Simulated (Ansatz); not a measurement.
# Nudged elastic band of AlH$_{4}$OF

System: AlH$_{4}$OF.
Method: RKS B3LYP-D4/def2-SVP (Ansatz 0.2.0).

It belongs to a series of runs on one base structure; here: band between the two ends. Figures and captions count atoms from 1; the log counts them from 0 in places.

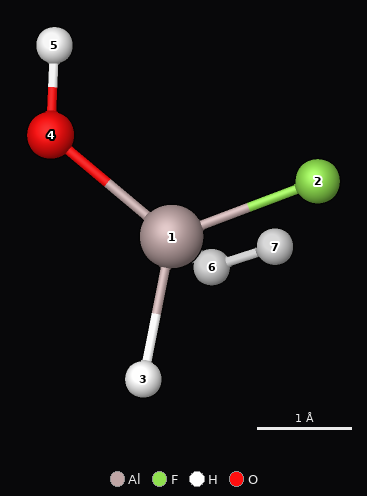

**Figure 1.** The input geometry (ball-and-stick view, seen at a tilt; atoms are numbered from 1 in the order of the input). Sticks mark near contacts. Bond lengths as drawn: Al–F 1.67 Å, Al–H 1.56 Å, Al–O 1.69 Å, H–H 0.76 Å and H–O 0.96 Å.

## The input
```yaml
crystal:
  periodic: [false, false, false]
  atoms:
    - { symbol: Al, position_ang: [0.046489, -0.226431, 0.080722] }
    - { symbol: F, position_ang: [0.012672, -0.637031, 1.70211] }
    - { symbol: H, position_ang: [1.397378, 0.114958, -0.623887] }
    - { symbol: O, position_ang: [-1.365945, -0.345311, -0.848418] }
    - { symbol: H, position_ang: [-2.24587, -0.592974, -0.551936] }
    - { symbol: H, position_ang: [-0.288288, 2.129759, 0.691737] }
    - { symbol: H, position_ang: [-0.204935, 1.76993, 1.35937] }
basis:
  gaussian: { orbitals: def2-SVP }
hamiltonian:
  xc: b3lyp
  dispersion: d4
neb:
  order_check: false
  images: 4
  f_tol: 0.05
  max_iterations: 60
  climbing: false
  final_atoms:
    - { symbol: Al, position_ang: [-0.11733836, 0.42885103, -0.14809847] }
    - { symbol: F, position_ang: [0.02553148, 0.11898252, 1.90613403] }
    - { symbol: H, position_ang: [1.20779785, -0.20493796, -0.73033264] }
    - { symbol: O, position_ang: [-1.66922861, -0.16743111, -0.54748392] }
    - { symbol: H, position_ang: [-1.86962599, -0.97702116, -1.02377354] }
    - { symbol: H, position_ang: [-0.15784301, 1.94626853, 0.41170992] }
    - { symbol: H, position_ang: [-0.06779236, 1.06818815, 1.94154263] }
  initial_path:
    images:
      - { positions_ang: [[0.046489, -0.226431, 0.080722], [0.012672, -0.637031, 1.70211], [1.397378, 0.114958, -0.623887], [-1.365945, -0.345311, -0.848418], [-2.24587, -0.592974, -0.551936], [-0.288288, 2.129759, 0.691737], [-0.204935, 1.76993, 1.35937]] }
      - { positions_ang: [[0.02772771, -0.13443624, 0.04647962], [0.00885623, -0.39176691, 1.83523743], [1.37811784, 0.07466546, -0.68919576], [-1.43695071, -0.20106203, -0.86590067], [-2.16860217, -0.68945826, -0.60881844], [-0.26584947, 1.97592775, 0.65723832], [-0.19179842, 1.57903023, 1.4346575]] }
      - { positions_ang: [[0.00896642, -0.04244148, 0.01223723], [0.00504046, -0.14650282, 1.96836486], [1.35885767, 0.03437291, -0.75450453], [-1.50795642, -0.05681305, -0.88338333], [-2.09133433, -0.78594252, -0.66570088], [-0.24341095, 1.82209651, 0.62273964], [-0.17866185, 1.38813045, 1.50994501]] }
      - { positions_ang: [[-0.02379906, 0.08861493, -0.03352686], [0.00761235, 0.00469988, 2.00916967], [1.32094164, -0.02960628, -0.77579366], [-1.56861314, -0.02123707, -0.82319652], [-2.01608553, -0.86275195, -0.76006839], [-0.21732195, 1.78539841, 0.56673422], [-0.15123332, 1.24778208, 1.62637953]] }
      - { positions_ang: [[-0.07056871, 0.25873298, -0.09081267], [0.01657192, 0.0618412, 1.95765185], [1.26436974, -0.11727212, -0.75306315], [-1.61892087, -0.09433409, -0.68534022], [-1.94285576, -0.91988656, -0.89192096], [-0.18758248, 1.86583347, 0.48922207], [-0.10951284, 1.15798512, 1.78396108]] }
      - { positions_ang: [[-0.11733836, 0.42885103, -0.14809847], [0.02553148, 0.11898252, 1.90613403], [1.20779785, -0.20493796, -0.73033264], [-1.66922861, -0.16743111, -0.54748392], [-1.86962599, -0.97702116, -1.02377354], [-0.15784301, 1.94626853, 0.41170992], [-0.06779236, 1.06818815, 1.94154263]] }
```

Run on 1 thread of Intel Xeon (Sapphire Rapids), 32 GiB of memory available, shared host.

Command:
```bash
ansatz run input.yaml --threads 1 --pin off --max-ram 2048MiB --backend cpu --events-out ev --progress --plain --runs-dir out
```

## The program's output
```
Engine: ansatz 0.2.0, x86_64-unknown-linux-gnu
Functional definition: B3LYP
  parameter a0 = 0.2
  parameter ax = 0.72
  parameter ac = 0.81
  exchange = (1 - a0 - ax)*slater_x + ax*b88_x + a0*exact_x
  correlation = (1 - ac)*vwn_rpa_c + ac*lyp_c
658 factors; integrals over basis functions are off by at most 4.4e-4 eV
mean field evaluation 1: about -11416.5500 eV, gradient 6.4e1 eV
mean field evaluation 2: about -11396.2882 eV, gradient 1.2e2 eV
mean field evaluation 4: about -11423.3019 eV, gradient 8.4e0 eV
mean field evaluation 8: about -11423.4139 eV, gradient 1.3e-2 eV
mean field -11423.41387055 eV, -419.8027166748 hartree, gradient 6.4e-5 eV, S^2 0.000000; 0 other end points of the search recorded, 0 dependent functions left out
the calculation of the forces begins
reference -11423.41409428 eV, -419.8027248965 hartree; 17, 17 occupied and 49, 49 virtual orbitals, 658 factors
660 factors; integrals over basis functions are off by at most 1.6e-3 eV
mean field evaluation 16: about -11421.7490 eV, gradient 1.2e1 eV
mean field -11422.06638042 eV, -419.7531973260 hartree, gradient 1.5e-5 eV, S^2 0.000000; 0 other end points of the search recorded, 0 dependent functions left out
[... from here on the field's lines of each further geometry are left out, up to the last ...]
NEB iter   1: max|band force component| = 2.733e0 eV/Å  barrier→ = 1.9977 eV  barrier← = 0.6451 eV  Δτ_max = 0.2000 Å  (136 SCF iters)
NEB iter   2: max|band force component| = 1.961e0 eV/Å  barrier→ = 1.4508 eV  barrier← = 0.0982 eV  Δτ_max = 0.1536 Å  (109 SCF iters)
NEB iter   3: max|band force component| = 1.486e0 eV/Å  barrier→ = 1.4237 eV  barrier← = 0.0711 eV  Δτ_max = 0.1177 Å  (105 SCF iters)
NEB iter   4: max|band force component| = 1.627e0 eV/Å  barrier→ = 1.4243 eV  barrier← = 0.0717 eV  Δτ_max = 0.0593 Å  (104 SCF iters)
NEB iter   5: max|band force component| = 1.183e0 eV/Å  barrier→ = 1.3936 eV  barrier← = 0.0410 eV  Δτ_max = 0.1169 Å  (100 SCF iters)
NEB iter   6: max|band force component| = 5.460e-1 eV/Å  barrier→ = 1.3963 eV  barrier← = 0.0437 eV  Δτ_max = 0.1945 Å  (101 SCF iters)
NEB iter   7: max|band force component| = 4.584e-1 eV/Å  barrier→ = 1.3747 eV  barrier← = 0.0220 eV  Δτ_max = 0.1169 Å  (109 SCF iters)
NEB iter   8: max|band force component| = 5.538e-1 eV/Å  barrier→ = 1.3526 eV  barrier← = 0.0000 eV  Δτ_max = 0.0597 Å  (97 SCF iters)
NEB iter   9: max|band force component| = 5.657e-1 eV/Å  barrier→ = 1.3526 eV  barrier← = 0.0000 eV  Δτ_max = 0.0299 Å  (94 SCF iters)
NEB iter  10: max|band force component| = 2.589e-1 eV/Å  barrier→ = 1.3526 eV  barrier← = 0.0000 eV  Δτ_max = 0.0598 Å  (102 SCF iters)
NEB iter  11: max|band force component| = 3.074e-1 eV/Å  barrier→ = 1.3526 eV  barrier← = 0.0000 eV  Δτ_max = 0.0298 Å  (99 SCF iters)
NEB iter  12: max|band force component| = 3.615e-1 eV/Å  barrier→ = 1.3526 eV  barrier← = 0.0000 eV  Δτ_max = 0.0149 Å  (103 SCF iters)
NEB iter  13: max|band force component| = 2.402e-1 eV/Å  barrier→ = 1.3526 eV  barrier← = 0.0000 eV  Δτ_max = 0.0149 Å  (104 SCF iters)
NEB iter  14: max|band force component| = 1.416e-1 eV/Å  barrier→ = 1.3526 eV  barrier← = 0.0000 eV  Δτ_max = 0.0148 Å  (104 SCF iters)
NEB iter  15: max|band force component| = 6.897e-2 eV/Å  barrier→ = 1.3526 eV  barrier← = 0.0000 eV  Δτ_max = 0.0301 Å  (104 SCF iters)
NEB iter  16: max|band force component| = 7.493e-2 eV/Å  barrier→ = 1.3526 eV  barrier← = 0.0000 eV  Δτ_max = 0.0149 Å  (101 SCF iters)
the calculation of the forces begins
reference -11423.21606681 eV, -419.7954475212 hartree; 17, 17 occupied and 49, 49 virtual orbitals, 658 factors
659 factors; integrals over basis functions are off by at most 1.3e-3 eV
mean field evaluation 544: about -11422.1980 eV, gradient 5.9e-6 eV
mean field -11422.19802081 eV, -419.7580350208 hartree, gradient 5.9e-6 eV, S^2 0.000000; 1 other end points of the search recorded, 0 dependent functions left out
the calculation of the forces begins
reference -11422.19825092 eV, -419.7580434772 hartree; 17, 17 occupied and 49, 49 virtual orbitals, 659 factors
NEB iter  17: max|band force component| = 4.388e-2 eV/Å  barrier→ = 1.3526 eV  barrier← = 0.0000 eV  Δτ_max = 0.0000 Å  (193 SCF iters)
```

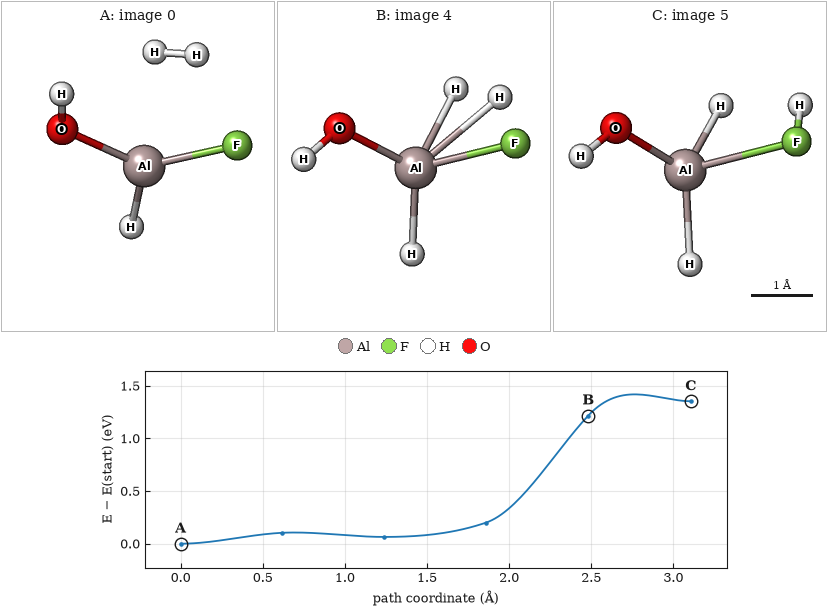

**Figure 2.** Images of the last band (counted from 0; ball-and-stick, seen at a tilt) above the energy along the path; the line is a cubic interpolation that uses the forces. No image lies above both ends; the end is 1.353 eV above the start. A local maximum stands at image 1, 0.103 eV from the start. The path is 3.11 Å long. The band converged in 17 iterations.

```
Total energy: -11422.19425647 eV, -419.7578966838 hartree
Atom 0 at    -0.117338     0.428851    -0.148098 Å, force     0.004743     0.010954    -0.002770 eV/Å
Atom 1 at     0.025531     0.118983     1.906134 Å, force    -0.000830     0.016697    -0.003359 eV/Å
Atom 2 at     1.207798    -0.204938    -0.730333 Å, force     0.000157    -0.003475    -0.000779 eV/Å
Atom 3 at    -1.669229    -0.167431    -0.547484 Å, force    -0.008167     0.001977    -0.000115 eV/Å
Atom 4 at    -1.869626    -0.977021    -1.023774 Å, force     0.003059    -0.003932    -0.001041 eV/Å
Atom 5 at    -0.157843     1.946269     0.411710 Å, force    -0.000323    -0.006693    -0.006194 eV/Å
Atom 6 at    -0.067792     1.068188     1.941543 Å, force     0.001359    -0.015528     0.014257 eV/Å
Dipole moment:     0.047778    -0.065751     0.205233 e Å
this run last wrote the band of iteration 17 to [file]
```

## The last band as extended XYZ (Å, eV, eV/Å)
```
7
Properties=species:S:1:pos:R:3:forces:R:3 image=0 energy=-11423.54666
Al    0.0465   -0.2264    0.0807   -0.0085   0.0067   0.0071
F     0.0127   -0.6370    1.7021    0.0036   0.0005  -0.0041
H     1.3974    0.1150   -0.6239    0.0033  -0.0050  -0.0003
O    -1.3659   -0.3453   -0.8484   -0.0009   0.0014  -0.0081
H    -2.2459   -0.5930   -0.5519    0.0010  -0.0043   0.0015
H    -0.2883    2.1298    0.6917   -0.0012  -0.0069   0.0042
H    -0.2049    1.7699    1.3594    0.0026   0.0076  -0.0003
7
Properties=species:S:1:pos:R:3:forces:R:3 image=1 energy=-11423.44340
Al   -0.0021   -0.1894    0.1782    0.0221  -0.0242   0.0036
F     0.1177   -0.6054    1.7928   -0.0073   0.0049  -0.0010
H     1.3249    0.0319   -0.6206    0.0195   0.0227   0.0092
O    -1.5135   -0.1607   -0.5656    0.0374   0.0128  -0.0520
H    -2.1589   -0.7558   -0.9425   -0.0648  -0.0079   0.0375
H    -0.3088    2.0923    0.6457   -0.0018  -0.0059  -0.0056
H    -0.1078    1.8000    1.3218   -0.0052  -0.0024   0.0084
7
Properties=species:S:1:pos:R:3:forces:R:3 image=2 energy=-11423.48247
Al   -0.0576   -0.2497    0.2512    0.0265  -0.0377  -0.0351
F     0.1511   -0.4904    1.8881   -0.0058   0.0250   0.0234
H     1.2132   -0.0874   -0.6549   -0.0015   0.0077   0.0064
O    -1.6418   -0.3986   -0.3348   -0.0049  -0.0210   0.0159
H    -1.9241   -0.5105   -1.2454   -0.0109   0.0261  -0.0119
H    -0.3019    2.1032    0.6100   -0.0066   0.0162  -0.0100
H    -0.0873    1.8464    1.2955    0.0033  -0.0162   0.0113
7
Properties=species:S:1:pos:R:3:forces:R:3 image=3 energy=-11423.34684
Al   -0.0748   -0.0636    0.1762    0.0407  -0.2762   0.1256
F     0.0613   -0.2636    1.8443    0.0443  -0.2950  -0.0043
H     1.2347   -0.0960   -0.6876    0.0069   0.0723   0.0330
O    -1.6361   -0.1738   -0.4856    0.0179  -0.0490   0.0612
H    -1.9403   -0.8312   -1.1163   -0.0513   0.0997  -0.0640
H    -0.1741    2.0271    0.7141   -0.0299   0.1333   0.0169
H    -0.1192    1.6139    1.3647   -0.0286   0.3150  -0.1684
7
Properties=species:S:1:pos:R:3:forces:R:3 image=4 energy=-11422.32888
Al   -0.1025    0.2341    0.0301    0.0353  -0.6216   0.5738
F     0.0172    0.0430    1.8477    0.0096  -0.2451  -0.1956
H     1.2182   -0.1625   -0.7221    0.0278   0.1752  -0.0057
O    -1.6605   -0.1471   -0.5425    0.0245   0.0432   0.0395
H    -1.8830   -0.9355   -1.0465   -0.0406   0.1043  -0.0506
H    -0.1474    1.8861    0.7058    0.0023  -0.1915   0.9553
H    -0.0905    1.2949    1.5373   -0.0589   0.7355  -1.3167
7
Properties=species:S:1:pos:R:3:forces:R:3 image=5 energy=-11422.19403
Al   -0.1173    0.4289   -0.1481    0.0047   0.0110  -0.0028
F     0.0255    0.1190    1.9061   -0.0008   0.0167  -0.0034
H     1.2078   -0.2049   -0.7303    0.0002  -0.0035  -0.0008
O    -1.6692   -0.1674   -0.5475   -0.0082   0.0020  -0.0001
H    -1.8696   -0.9770   -1.0238    0.0031  -0.0039  -0.0010
H    -0.1578    1.9463    0.4117   -0.0003  -0.0067  -0.0062
H    -0.0678    1.0682    1.9415    0.0014  -0.0155   0.0143
```

## Key numbers

| quantity | value |
| --- | --- |
| outcome | converged |
| barrier, forward | 1.353 eV |
| barrier, backward | 0.000 eV |
| wall time | 1.7 min |
| peak memory | 0.14 GiB |

## Notes

The order of the saddle point was not checked.
